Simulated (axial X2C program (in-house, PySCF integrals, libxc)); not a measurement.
## Relativistic diatomic calculation, with input and output: InRb

- system: InRb, single determinant with Ω = 0.
- method: HF, two-component X2C with atomic mean-field Coulomb and Gaunt terms, In dyall-v2z, Rb dyall-v2z (cores contracted) (axial X2C program (in-house, PySCF integrals, libxc))

**The input**
```
{"zs": [49, 37], "q": 0, "bas": ["dyall-v2z", "dyall-v2z"], "levels": ["PBE0", "HF", "PW91", "BP86"], "cc": false, "r0": 3.52, "npts": 10, "nst": 2, "ntry": 6, "opt": {"auxb": 6.0}}
```

The line is the task of a batch: nuclear charges, charge, bases, the levels to run, a first guess of the distance and further settings. This report covers HF with spin-orbit coupling. The log is that of the reference distance 4.697 Å.

Hardware: 1 CPU thread, shared host.

Launched within a batch (the task file carries these settings):
```bash
python <driver script> task.json out
```

**The program's output**
```
two-component X2C + atomic mean field  HF
basis functions 147  fitting functions 376  grid points 5810
iter        total energy     max residual
   1      -8851.811293654     3.83e-01
   2      -8851.847984740     1.63e-02
   3      -8851.850443099     9.17e-03
   4      -8851.851260925     1.13e-03
   5      -8851.851425827     7.35e-04
   6      -8851.851566622     6.85e-04
   7      -8851.851676806     6.26e-04
   8      -8851.851795269     5.42e-04
   9      -8851.852093756     1.90e-04
  10      -8851.852125736     5.55e-05
  11      -8851.852128413     1.88e-05
  12      -8851.852128689     5.73e-06
  13      -8851.852128698     2.24e-06
  14      -8851.852128702     6.94e-07
  15      -8851.852128702     3.00e-07
converged
one-electron -12617.07570913  Coulomb 3820.04515591  exact exchange -254.59245920  xc functional 0.00000000  nuclear repulsion 204.25767158  atomic mean-field constant -4.48678786
```

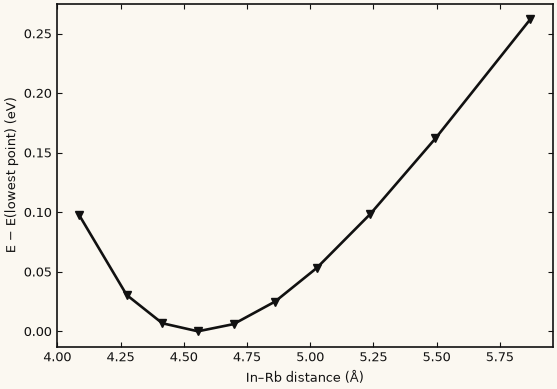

**Figure 1.** Energy at 10 bond lengths, for one set of occupations held fixed; the line joins the points. A polynomial of degree 6 through 9 points gives rₑ = 4.554 Å, ωₑ = 59.93 cm⁻¹, ωₑxₑ = 0.14 cm⁻¹ and Bₑ = 0.01665 cm⁻¹. The whole curve lies above In + Rb, so the molecule isn't bound against them at this level.

**What the run reported**

| quantity | value |
| --- | --- |
| outcome | converged |
| bond length rₑ | 4.554 Å |
| ωₑ | 59.93 cm⁻¹ |
| energy at the minimum | −8851.85235 hartree |
| depth below the fragments | −0.18 eV |
| wall time | 2.3 s |

**What is odd here**

One thing in this input was made odd on purpose: sparse fitting set (auxb = 6.0). The program ran to the end. Its numbers are those of the input as typed; this run alone doesn't show how far the oddity moves them. Hartree–Fock lacks correlation, so it usually binds too weakly.
